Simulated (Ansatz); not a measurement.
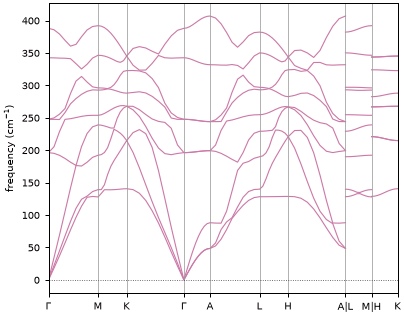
Phonon dispersion of TiS2 (CdI2 type, P-3m1), LDA in the plane-wave PAW code Ansatz; imaginary frequencies are drawn negative

Problem. Is this phase dynamically stable?

Solution. Yes, on this path no branch is imaginary.

Problem. How high does the spectrum reach?

Solution. About 410 cm⁻¹ (12.2 THz).

Symmetry was held in the LDA relaxation. No spin polarisation was allowed. A crystal of weakly bound layers computed without a dispersion correction: the cell and the soft elastic constants depend strongly on that. As this level gives no gap, phonon frequencies hold no LO–TO term and depend on the k-mesh and smearing (Fermi–Dirac, 0.1 eV here).

Potentials: the later of the program's two PAW sets.
